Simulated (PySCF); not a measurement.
# SnS: changing the method

Aim: see what other levels and later steps give for SnS.

Program: PySCF 2.14.0. Level of theory: method and basis as typed in the scripts. These are calculated values, not measurements.

3 further runs of the same task are left out: 2 for a known fault of the program, 1 that didn't finish.

## Step 1: The starting structure

SnS: 2 atoms, charge 0, spin multiplicity 1.

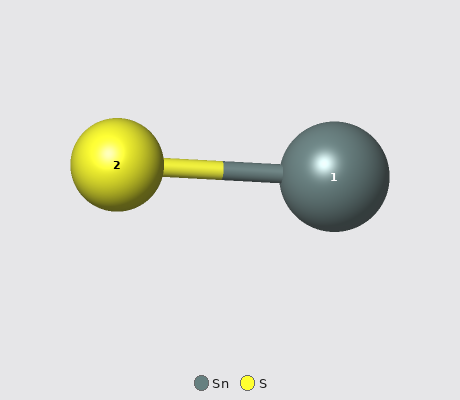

As it starts; tin teal, sulfur yellow; atoms are numbered from 1 in the order of the file.

## Step 2: The base run

input.py

```python
from pyscf import gto, scf, mp

mol = gto.M(
    atom='Sn 0 0 0; S 0 0 2.335',
    basis='crenbl',
    ecp={'Sn': 'crenbl', 'S': 'crenbl'},
    charge=0,
    spin=0,
    symmetry=True,
    verbose=4,
)
mf = scf.RHF(mol)
mf.kernel()
mp.MP2(mf).kernel()
mf.dip_moment()
print('orbital energies (hartree):', mf.mo_energy[..., max(0, mol.nelec[1]-3):mol.nelec[0]+3].round(4))
```

On the command line:

```console
$ python input.py
```

What it wrote:

```text
PySCF version 2.14.0

[INPUT] verbose = 4
[INPUT] num. atoms = 2
[INPUT] num. electrons = 20
[INPUT] charge = 0
[INPUT] spin (= nelec alpha-beta = 2S) = 0
[INPUT] symmetry True subgroup None
[INPUT] Mole.unit = angstrom
[INPUT] Symbol           X                Y                Z      unit          X                Y                Z       unit  Magmom
[INPUT]  1 Sn     0.000000000000   0.000000000000   0.000000000000 AA    0.000000000000   0.000000000000   0.000000000000 Bohr   0.0
[INPUT]  2 S      0.000000000000   0.000000000000   2.335000000000 AA    0.000000000000   0.000000000000   4.412510500859 Bohr   0.0

nuclear repulsion = 19.0367818917687
point group symmetry = Coov
symmetry origin: [0.         0.         1.06969952]
symmetry axis x: [1. 0. 0.]
symmetry axis y: [0. 1. 0.]
symmetry axis z: [0. 0. 1.]
num. orbitals of irrep A1 = 18
num. orbitals of irrep E1x = 11
num. orbitals of irrep E1y = 11
num. orbitals of irrep E2x = 4
num. orbitals of irrep E2y = 4
number of shells = 18
number of NR pGTOs = 48
number of NR cGTOs = 48
basis = crenbl
ecp = {'Sn': 'crenbl', 'S': 'crenbl'}

******** <class 'pyscf.scf.hf_symm.SymAdaptedRHF'> ********
method = SymAdaptedRHF
initial guess = minao
damping factor = 0
level_shift factor = 0
DIIS = <class 'pyscf.scf.diis.CDIIS'>
diis_start_cycle = 1
diis_space = 8
diis_damp = 0
SCF conv_tol = 1e-09
SCF conv_tol_grad = None
SCF max_cycles = 50
direct_scf = True
direct_scf_tol = 1e-13
Freeze 0 electrons in irreps []
    20 free electrons in irreps A1 E1x E1y E2x E2y
Set gradient conv threshold to 3.16228e-05
Initial guess from minao.
init E= -63.8701286162105
HOMO (E1y) = -0.540422065043671  LUMO (E1y) = -0.349247347178078  gap/eV = 5.20213
cycle= 1 E= -77.7812063299619  delta_E= -13.9  |g|= 1.29  |ddm|= 4.58
HOMO (A1) = -0.306609487255976  LUMO (E1y) = 0.0341500796694876  gap/eV = 9.27254
cycle= 2 E= -77.9593987202087  delta_E= -0.178  |g|= 0.521  |ddm|= 3.94
HOMO (E1y) = -0.316336323782537  LUMO (E1y) = -0.00588956709688304  gap/eV = 8.44769
cycle= 3 E= -77.9948012544279  delta_E= -0.0354  |g|= 0.0712  |ddm|= 0.907
HOMO (E1y) = -0.342821295060527  LUMO (E1y) = -0.00495831281903558  gap/eV = 9.19372
cycle= 4 E= -77.9964732787414  delta_E= -0.00167  |g|= 0.0341  |ddm|= 0.19
HOMO (E1y) = -0.336163072737089  LUMO (E1y) = -0.00624285664482516  gap/eV = 8.97759
cycle= 5 E= -77.996958232731  delta_E= -0.000485  |g|= 0.00451  |ddm|= 0.058
HOMO (E1y) = -0.336538496975405  LUMO (E1y) = -0.00622046986006475  gap/eV = 8.98841
cycle= 6 E= -77.9969938292208  delta_E= -3.56e-05  |g|= 0.00171  |ddm|= 0.0271
HOMO (E1y) = -0.33643908725743  LUMO (E1y) = -0.00621027822457609  gap/eV = 8.98598
cycle= 7 E= -77.9969991099039  delta_E= -5.28e-06  |g|= 0.000548  |ddm|= 0.00908
HOMO (E1y) = -0.336422921559207  LUMO (E1y) = -0.00621228082977354  gap/eV = 8.98549
cycle= 8 E= -77.9969996215335  delta_E= -5.12e-07  |g|= 5.74e-05  |ddm|= 0.00376
HOMO (E1y) = -0.336424926980122  LUMO (E1y) = -0.0062066324215817  gap/eV = 8.98570
cycle= 9 E= -77.9969996235241  delta_E= -1.99e-09  |g|= 7.15e-06  |ddm|= 0.000215
HOMO (E1y) = -0.336425363990379  LUMO (E1y) = -0.00620779917265546  gap/eV = 8.98568
cycle= 10 E= -77.996999623572  delta_E= -4.78e-11  |g|= 5.39e-07  |ddm|= 3.61e-05
HOMO (E1y) = -0.336425422734267  LUMO (E1y) = -0.00620792129413128  gap/eV = 8.98568
Extra cycle  E= -77.9969996235722  delta_E= -2.27e-13  |g|= 1.93e-07  |ddm|= 1.59e-06
converged SCF energy = -77.9969996235722

******** <class 'pyscf.mp.mp2.RMP2'> ********
nocc = 10, nmo = 48
E(RMP2) = -78.2908204845815  E_corr = -0.29382086100937
E(SCS-RMP2) = -78.2760121117172  E_corr = -0.27901248814498
E_corr(same-spin) = -0.0848913981533813
E_corr(oppo-spin) = -0.208929462855988
Dipole moment(X, Y, Z, Debye):  0.00000,  0.00000, -5.22934
orbital energies (hartree): [-0.3491 -0.3364 -0.3364 -0.0062 -0.0062  0.1054]
```

Run time: 0.74 s. Hardware: 1 thread, shared host.

Base result: E(SCF) = -77.997000 Eh, 10 cycles, E(MP2) − E(SCF) = -0.29382 Eh, μ = 5.23 D (of the SCF density).

The bond length is a typed value, not an optimised one.

## Step 3: UHF

Run 1 changes SCF type: RHF → UHF.

input.py

```python
from pyscf import gto, scf, mp

mol = gto.M(
    atom='Sn 0 0 0; S 0 0 2.335',
    basis='crenbl',
    ecp={'Sn': 'crenbl', 'S': 'crenbl'},
    charge=0,
    spin=0,
    symmetry=True,
    verbose=4,
)
mf = scf.UHF(mol)
mf.kernel()
mp.MP2(mf).kernel()
mf.dip_moment()
print('orbital energies (hartree):', [e[max(0, n-3):n+3].round(4) for e, n in zip(mf.mo_energy, mol.nelec)])
```

On the command line:

```console
$ python input.py
```

What it wrote:

```text
[lines on the frontier levels of each cycle are left out]
[... 30 set-up lines left out, the same as in an earlier log ...]
******** <class 'pyscf.scf.uhf_symm.SymAdaptedUHF'> ********
method = SymAdaptedUHF
[... 12 set-up lines left out, the same as in an earlier log ...]
number electrons alpha = 10  beta = 10
[... 3 set-up lines left out, the same as in an earlier log ...]
init E= -63.7990400181785
cycle= 1 E= -77.7831366166354  delta_E=  -14  |g|= 0.908  |ddm|=  3.2
cycle= 2 E= -77.9633122910474  delta_E= -0.18  |g|= 0.36  |ddm|= 2.78
cycle= 3 E= -77.9953558238177  delta_E= -0.032  |g|= 0.0437  |ddm|= 0.597
cycle= 4 E= -77.9964982524452  delta_E= -0.00114  |g|= 0.0239  |ddm|= 0.129
cycle= 5 E= -77.9969675129859  delta_E= -0.000469  |g|= 0.00282  |ddm|= 0.0395
cycle= 6 E= -77.9969947733756  delta_E= -2.73e-05  |g|= 0.0011  |ddm|= 0.0175
cycle= 7 E= -77.9969990528559  delta_E= -4.28e-06  |g|= 0.000398  |ddm|= 0.00556
cycle= 8 E= -77.996999612907  delta_E= -5.6e-07  |g|= 5.25e-05  |ddm|= 0.00277
cycle= 9 E= -77.9969996188167  delta_E= -5.91e-09  |g|= 2.37e-05  |ddm|= 0.000215
cycle= 10 E= -77.9969996210083  delta_E= -2.19e-09  |g|= 1.42e-05  |ddm|= 0.000127
cycle= 11 E= -77.9969996222434  delta_E= -1.24e-09  |g|= 2.72e-06  |ddm|= 0.000159
cycle= 12 E= -77.9969996222697  delta_E= -2.63e-11  |g|= 9.77e-07  |ddm|= 2.2e-05
Extra cycle  E= -77.9969996222724  delta_E= -2.76e-12  |g|= 7.55e-07  |ddm|= 3.57e-06
converged SCF energy = -77.9969996222724  <S^2> = 9.1070989e-06  2S+1 = 1.0000182

******** <class 'pyscf.mp.ump2.UMP2'> ********
nocc = (np.int64(10), np.int64(10)), nmo = (48, 48)
E(UMP2) = -78.2908202737172  E_corr = -0.293820651444752
E(SCS-UMP2) = -78.2760118075268  E_corr = -0.279012185254339
E_corr(same-spin) = -0.084891457476188
E_corr(oppo-spin) = -0.208929193968564
Dipole moment(X, Y, Z, Debye):  0.00000,  0.00000, -5.22931
orbital energies (hartree): [array([-0.3491, -0.3366, -0.3366, -0.0062, -0.0062,  0.1054]), array([-0.3491, -0.3362, -0.3362, -0.0062, -0.0062,  0.1054])]
```

Run time: 0.8 s. Hardware: 1 thread, shared host.

This run: E(SCF) = -77.997000 Eh (no change), 12 cycles, E(MP2) − E(SCF) = -0.29382 Eh, μ = 5.23 D (of the SCF density).

## Step 4: Stability test

Run 2 changes step after the SCF: mp2 → stability; point-group symmetry: on → off.

input.py, as its differences from that of step 2:

```diff
@@ -1,2 +1,2 @@
-from pyscf import gto, scf, mp
+from pyscf import gto, scf
 
@@ -8,3 +8,2 @@
     spin=0,
-    symmetry=True,
     verbose=4,
@@ -13,3 +12,3 @@
 mf.kernel()
-mp.MP2(mf).kernel()
+mf.stability(internal=True, external=True)
 mf.dip_moment()
```

On the command line:

```console
$ python input.py
```

What it wrote:

```text
[... 7 set-up lines left out, the same as in an earlier log ...]
[INPUT] symmetry False subgroup None
[... 12 set-up lines left out, the same as in an earlier log ...]
******** <class 'pyscf.scf.hf.RHF'> ********
method = RHF
[... 14 set-up lines left out, the same as in an earlier log ...]
init E= -63.8701286162105
  HOMO = -0.54042206504367  LUMO = -0.349247347178075  gap/eV = 5.20213
cycle= 1 E= -77.7812063299619  delta_E= -13.9  |g|= 1.29  |ddm|= 4.58
  HOMO = -0.306609487255974  LUMO = 0.0341500796694882  gap/eV = 9.27254
cycle= 2 E= -77.9593987202088  delta_E= -0.178  |g|= 0.521  |ddm|= 3.94
  HOMO = -0.316336323782535  LUMO = -0.00588956709688286  gap/eV = 8.44769
cycle= 3 E= -77.9948012544277  delta_E= -0.0354  |g|= 0.0712  |ddm|= 0.907
  HOMO = -0.342821295060534  LUMO = -0.00495831281904662  gap/eV = 9.19372
cycle= 4 E= -77.9964732787415  delta_E= -0.00167  |g|= 0.0341  |ddm|= 0.19
  HOMO = -0.336163072737087  LUMO = -0.00624285664483005  gap/eV = 8.97759
cycle= 5 E= -77.9969582327312  delta_E= -0.000485  |g|= 0.00451  |ddm|= 0.058
  HOMO = -0.336538496975402  LUMO = -0.00622046986005865  gap/eV = 8.98841
cycle= 6 E= -77.9969938292208  delta_E= -3.56e-05  |g|= 0.00171  |ddm|= 0.0271
  HOMO = -0.336439087257427  LUMO = -0.00621027822458799  gap/eV = 8.98598
cycle= 7 E= -77.996999109904  delta_E= -5.28e-06  |g|= 0.000548  |ddm|= 0.00908
  HOMO = -0.33642292155923  LUMO = -0.00621228082978382  gap/eV = 8.98549
cycle= 8 E= -77.9969996215335  delta_E= -5.12e-07  |g|= 5.74e-05  |ddm|= 0.00376
  HOMO = -0.336424926980094  LUMO = -0.00620663242157372  gap/eV = 8.98570
cycle= 9 E= -77.9969996235243  delta_E= -1.99e-09  |g|= 7.15e-06  |ddm|= 0.000215
  HOMO = -0.336425363990391  LUMO = -0.00620779917267521  gap/eV = 8.98568
cycle= 10 E= -77.996999623572  delta_E= -4.77e-11  |g|= 5.39e-07  |ddm|= 3.61e-05
  HOMO = -0.336425422734258  LUMO = -0.00620792129413118  gap/eV = 8.98568
Extra cycle  E= -77.9969996235721  delta_E= -1.14e-13  |g|= 1.93e-07  |ddm|= 1.59e-06
converged SCF energy = -77.9969996235721
rhf_internal: lowest eigs of H = [0.36622476 0.36622513 0.49525599]
<class 'pyscf.scf.hf.RHF'> wavefunction is stable in the internal stability analysis
rhf_real2complex: lowest eigs of H = [0.07038705 0.09893386 0.09894279]
<class 'pyscf.scf.hf.RHF'> wavefunction is stable in the real -> complex stability analysis
rhf_external: lowest eigs of H = [0.00029477 0.03636497 0.03762569]
<class 'pyscf.scf.hf.RHF'> wavefunction is stable in the RHF/RKS -> UHF/UKS stability analysis
Dipole moment(X, Y, Z, Debye): -0.00000, -0.00000, -5.22934
orbital energies (hartree): [-0.3491 -0.3364 -0.3364 -0.0062 -0.0062  0.1054]
```

It took 1 s on 1 thread, shared host.

Result: E(SCF) = -77.997000 Eh (no change), 10 cycles, μ = 5.23 D, internal stable; real -> complex stable; RHF/RKS -> UHF/UKS stable.

## Step 5: B3lyp (RKS)

Run 3 changes functional: none (Hartree–Fock) → b3lyp; SCF type: RHF → RKS; step after the SCF: mp2 → analyze.

input.py, as its differences from that of step 2:

```diff
@@ -1,2 +1,2 @@
-from pyscf import gto, scf, mp
+from pyscf import gto, dft
 
@@ -11,5 +11,5 @@
 )
-mf = scf.RHF(mol)
+mf = dft.RKS(mol, xc='b3lyp')
 mf.kernel()
-mp.MP2(mf).kernel()
+mf.mulliken_pop()
 mf.dip_moment()
```

On the command line:

```console
$ python input.py
```

What it wrote:

```text
[... 30 set-up lines left out, the same as in an earlier log ...]
******** <class 'pyscf.dft.rks_symm.SymAdaptedRKS'> ********
method = SymAdaptedRKS
[... 12 set-up lines left out, the same as in an earlier log ...]
XC library pyscf.dft.libxc version 7.0.0
    S. Lehtola, C. Steigemann, M. J.T. Oliveira, and M. A.L. Marques.,  SoftwareX 7, 1–5 (2018)
XC functionals = b3lyp
    P. J. Stephens, F. J. Devlin, C. F. Chabalowski, and M. J. Frisch.,  J. Phys. Chem. 98, 11623 (1994)
radial grids:
    Treutler-Ahlrichs [JCP 102, 346 (1995); DOI:10.1063/1.469408] (M4) radial grids
[... 1 set-up line left out, the same as in an earlier log ...]
becke partition: Becke, JCP 88, 2547 (1988); DOI:10.1063/1.454033
pruning grids: <function nwchem_prune>
grids dens level: 3
symmetrized grids: True
atomic radii adjust function: <function treutler_atomic_radii_adjust>
small_rho_cutoff = 0
[... 4 set-up lines left out, the same as in an earlier log ...]
tot grids = 40840
init E= -66.0782201848572
HOMO (E1y) = -0.541286195056407  LUMO (E1y) = -0.427514018515526  gap/eV = 3.09590
cycle= 1 E= -79.4886290656201  delta_E= -13.4  |g|= 1.87  |ddm|= 3.55
HOMO (A1) = -0.179704280111684  LUMO (E1y) = -0.0165424155330802  gap/eV = 4.43986
cycle= 2 E= -79.6521559235745  delta_E= -0.164  |g|= 1.34  |ddm|= 8.99
HOMO (E1y) = -0.206097883790918  LUMO (E1y) = -0.0894897616175863  gap/eV = 3.17307
cycle= 3 E= -79.6692337953129  delta_E= -0.0171  |g|= 0.852  |ddm|= 3.62
HOMO (E1y) = -0.255450258525288  LUMO (E1y) = -0.0958092288897037  gap/eV = 4.34405
cycle= 4 E= -79.9594897127138  delta_E= -0.29  |g|= 0.15  |ddm|= 1.12
HOMO (E1y) = -0.243399684747478  LUMO (E1y) = -0.100225806294096  gap/eV = 3.89596
cycle= 5 E= -79.9693414038683  delta_E= -0.00985  |g|= 0.0331  |ddm|= 0.246
HOMO (E1y) = -0.245797663275718  LUMO (E1y) = -0.099532731878782  gap/eV = 3.98007
cycle= 6 E= -79.969709102537  delta_E= -0.000368  |g|= 0.00874  |ddm|= 0.0383
HOMO (E1y) = -0.246259429026118  LUMO (E1y) = -0.099238552399658  gap/eV = 4.00064
cycle= 7 E= -79.9697436184867  delta_E= -3.45e-05  |g|= 0.00107  |ddm|= 0.0132
HOMO (E1y) = -0.246393324590471  LUMO (E1y) = -0.0992563916284954  gap/eV = 4.00380
cycle= 8 E= -79.9697441354706  delta_E= -5.17e-07  |g|= 5.79e-05  |ddm|= 0.00154
HOMO (E1y) = -0.246380275805626  LUMO (E1y) = -0.0992487059782596  gap/eV = 4.00365
cycle= 9 E= -79.9697441363696  delta_E= -8.99e-10  |g|= 2.77e-05  |ddm|= 0.000199
HOMO (E1y) = -0.246373154589904  LUMO (E1y) = -0.0992514519783558  gap/eV = 4.00339
Extra cycle  E= -79.9697441331044  delta_E= 3.27e-09  |g|= 9.02e-05  |ddm|= 0.000173
converged SCF energy = -79.9697441331044
 ** Mulliken pop  **
pop of  0 Sn 5s          -1.09588
pop of  0 Sn 6s           1.65031
pop of  0 Sn 7s           1.38970
pop of  0 Sn 5px         -0.01009
pop of  0 Sn 5py         -0.01009
pop of  0 Sn 5pz         -0.02767
pop of  0 Sn 6px          0.22064
pop of  0 Sn 6py          0.22064
pop of  0 Sn 6pz          0.56306
pop of  0 Sn 7px          0.23540
pop of  0 Sn 7py          0.23540
pop of  0 Sn 7pz          0.17961
pop of  0 Sn 4dxy         0.54958
pop of  0 Sn 4dyz         0.55146
pop of  0 Sn 4dz^2        0.55267
pop of  0 Sn 4dxz         0.55146
pop of  0 Sn 4dx2-y2      0.54958
pop of  0 Sn 5dxy         0.93710
pop of  0 Sn 5dyz         0.93834
pop of  0 Sn 5dz^2        0.93933
pop of  0 Sn 5dxz         0.93834
pop of  0 Sn 5dx2-y2      0.93710
pop of  0 Sn 6dxy         0.45814
pop of  0 Sn 6dyz         0.45323
pop of  0 Sn 6dz^2        0.45114
pop of  0 Sn 6dxz         0.45323
pop of  0 Sn 6dx2-y2      0.45814
pop of  0 Sn 7dxy         0.05518
pop of  0 Sn 7dyz         0.08252
pop of  0 Sn 7dz^2        0.09469
pop of  0 Sn 7dxz         0.08252
pop of  0 Sn 7dx2-y2      0.05518
pop of  1 S 3s           -0.00007
pop of  1 S 4s           -0.22638
pop of  1 S 5s            1.25226
pop of  1 S 6s            0.92357
pop of  1 S 3px          -0.00040
pop of  1 S 3py          -0.00040
pop of  1 S 3pz          -0.00040
pop of  1 S 4px          -0.00710
pop of  1 S 4py          -0.00710
pop of  1 S 4pz          -0.00743
pop of  1 S 5px           0.67036
pop of  1 S 5py           0.67036
pop of  1 S 5pz           0.69980
pop of  1 S 6px           0.86565
pop of  1 S 6py           0.86565
pop of  1 S 6pz           0.66169
 ** Mulliken atomic charges  **
charge of    0Sn =      0.36004
charge of    1S =     -0.36004
Dipole moment(X, Y, Z, Debye):  0.00000,  0.00000, -4.43733
orbital energies (hartree): [-0.2562 -0.2464 -0.2464 -0.0993 -0.0993 -0.0032]
```

It took 1.4 s on 1 thread, shared host.

Outcome: E(SCF) = -79.969744 Eh, 9 cycles, μ = 4.44 D.

## Step 6: Lc_wpbe (RKS)

Run 4 changes functional: none (Hartree–Fock) → lc_wpbe; SCF type: RHF → RKS; step after the SCF: mp2 → analyze.

input.py, as its differences from that of step 2:

```diff
@@ -1,2 +1,2 @@
-from pyscf import gto, scf, mp
+from pyscf import gto, dft
 
@@ -11,5 +11,5 @@
 )
-mf = scf.RHF(mol)
+mf = dft.RKS(mol, xc='lc_wpbe')
 mf.kernel()
-mp.MP2(mf).kernel()
+mf.mulliken_pop()
 mf.dip_moment()
```

On the command line:

```console
$ python input.py
```

What it wrote:

```text
[... 46 set-up lines left out, the same as in an earlier log ...]
XC functionals = lc_wpbe
    O. A. Vydrov and G. E. Scuseria.,  J. Chem. Phys. 125, 234109 (2006)
[... 14 set-up lines left out, the same as in an earlier log ...]
init E= -65.9926494600737
HOMO (E1y) = -0.567682926138651  LUMO (E1y) = -0.387742400255443  gap/eV = 4.89643
cycle= 1 E= -79.8452795540646  delta_E= -13.9  |g|= 1.52  |ddm|= 4.09
HOMO (A1) = -0.296327468840632  LUMO (E1y) = 0.0228377176163417  gap/eV = 8.68493
cycle= 2 E= -80.0731143528275  delta_E= -0.228  |g|= 0.742  |ddm|= 4.98
HOMO (E1y) = -0.320466416475934  LUMO (E1y) = -0.0238524789488099  gap/eV = 8.07128
cycle= 3 E= -80.1392848521884  delta_E= -0.0662  |g|= 0.0874  |ddm|= 1.09
HOMO (E1y) = -0.347907906456494  LUMO (E1y) = -0.0258690296734594  gap/eV = 8.76312
cycle= 4 E= -80.141689296949  delta_E= -0.0024  |g|= 0.0388  |ddm|= 0.242
HOMO (E1y) = -0.342928609172348  LUMO (E1y) = -0.028563025922794  gap/eV = 8.55432
cycle= 5 E= -80.142296078381  delta_E= -0.000607  |g|= 0.0029  |ddm|= 0.0599
HOMO (E1y) = -0.343435555634652  LUMO (E1y) = -0.0287505545414737  gap/eV = 8.56302
cycle= 6 E= -80.1423048832566  delta_E= -8.8e-06  |g|= 0.00112  |ddm|= 0.0178
HOMO (E1y) = -0.343421823639208  LUMO (E1y) = -0.0287306596043502  gap/eV = 8.56318
cycle= 7 E= -80.1423066208645  delta_E= -1.74e-06  |g|= 0.000483  |ddm|= 0.00658
HOMO (E1y) = -0.343371935029144  LUMO (E1y) = -0.0287260348241258  gap/eV = 8.56195
cycle= 8 E= -80.1423069844698  delta_E= -3.64e-07  |g|= 6.27e-05  |ddm|= 0.00313
HOMO (E1y) = -0.343360274534271  LUMO (E1y) = -0.0287169670434964  gap/eV = 8.56188
cycle= 9 E= -80.1423069900781  delta_E= -5.61e-09  |g|= 9.42e-06  |ddm|= 0.000413
HOMO (E1y) = -0.343359050406678  LUMO (E1y) = -0.0287166402072156  gap/eV = 8.56186
cycle= 10 E= -80.1423069901397  delta_E= -6.17e-11  |g|= 5.17e-06  |ddm|= 4.59e-05
HOMO (E1y) = -0.343359127846375  LUMO (E1y) = -0.0287167924382106  gap/eV = 8.56185
Extra cycle  E= -80.1423069901404  delta_E= -6.25e-13  |g|= 5.03e-06  |ddm|= 2.9e-06
converged SCF energy = -80.1423069901404
 ** Mulliken pop  **
pop of  0 Sn 5s          -1.04352
pop of  0 Sn 6s           1.55879
pop of  0 Sn 7s           1.39688
pop of  0 Sn 5px         -0.00894
pop of  0 Sn 5py         -0.00894
pop of  0 Sn 5pz         -0.03104
pop of  0 Sn 6px          0.19507
pop of  0 Sn 6py          0.19507
pop of  0 Sn 6pz          0.62689
pop of  0 Sn 7px          0.19428
pop of  0 Sn 7py          0.19428
pop of  0 Sn 7pz          0.19728
pop of  0 Sn 4dxy         0.55176
pop of  0 Sn 4dyz         0.55437
pop of  0 Sn 4dz^2        0.55526
pop of  0 Sn 4dxz         0.55437
pop of  0 Sn 4dx2-y2      0.55176
pop of  0 Sn 5dxy         0.94856
pop of  0 Sn 5dyz         0.94961
pop of  0 Sn 5dz^2        0.94932
pop of  0 Sn 5dxz         0.94961
pop of  0 Sn 5dx2-y2      0.94856
pop of  0 Sn 6dxy         0.44535
pop of  0 Sn 6dyz         0.43836
pop of  0 Sn 6dz^2        0.43778
pop of  0 Sn 6dxz         0.43836
pop of  0 Sn 6dx2-y2      0.44535
pop of  0 Sn 7dxy         0.05432
pop of  0 Sn 7dyz         0.09429
pop of  0 Sn 7dz^2        0.10072
pop of  0 Sn 7dxz         0.09429
pop of  0 Sn 7dx2-y2      0.05432
pop of  1 S 3s           -0.00008
pop of  1 S 4s           -0.21554
pop of  1 S 5s            1.17640
pop of  1 S 6s            0.96538
pop of  1 S 3px          -0.00045
pop of  1 S 3py          -0.00045
pop of  1 S 3pz          -0.00042
pop of  1 S 4px          -0.00683
pop of  1 S 4py          -0.00683
pop of  1 S 4pz          -0.00681
pop of  1 S 5px           0.68581
pop of  1 S 5py           0.68581
pop of  1 S 5pz           0.68141
pop of  1 S 6px           0.90444
pop of  1 S 6py           0.90444
pop of  1 S 6pz           0.65131
 ** Mulliken atomic charges  **
charge of    0Sn =      0.41759
charge of    1S =     -0.41759
Dipole moment(X, Y, Z, Debye):  0.00000,  0.00000, -5.19736
orbital energies (hartree): [-0.3518 -0.3434 -0.3434 -0.0287 -0.0287  0.0736]
```

Wall time 1.6 s (1 thread, shared host).

Outcome: E(SCF) = -80.142307 Eh, 10 cycles, μ = 5.20 D.

## Step 7: Comparison

| run | E(SCF) (hartree) | from base (eV) | cycles | gap (eV) | SCF dipole (D) | after the SCF |
| --- | --- | --- | --- | --- | --- | --- |
| base | -77.997000 | 0 | 10 | 8.99 | 5.23 | MP2 correlation -7.995 eV |
| UHF | -77.997000 | 0.0000 | 12 | 8.99 | 5.23 | MP2 correlation -7.995 eV |
| stability test | -77.997000 | 0.0000 | 10 | 8.99 | 5.23 | stable |
| b3lyp (RKS) | -79.969744 | not comparable | 9 | 4.00 | 4.44 | n/a |
| lc_wpbe (RKS) | -80.142307 | not comparable | 10 | 8.56 | 5.20 | n/a |

Wall time on 1 thread, shared host, start-up included: base 0.74 s; UHF 0.8 s; stability test 1 s; b3lyp (RKS) 1.4 s; lc_wpbe (RKS) 1.6 s.

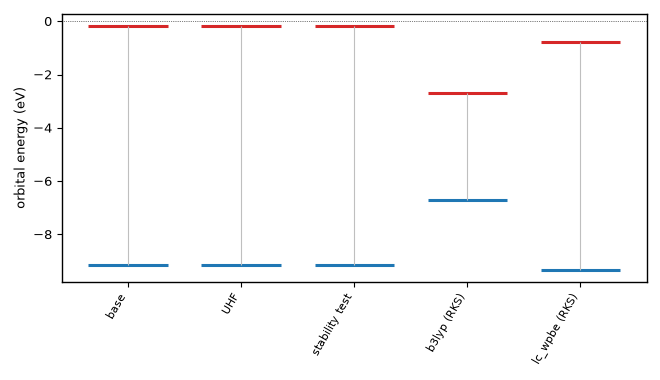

Highest filled (blue) and lowest empty (red) level of each run.

In words: The SCF energy stays the same, to the digits that matter, with UHF. A lower total energy from another functional means nothing by itself.
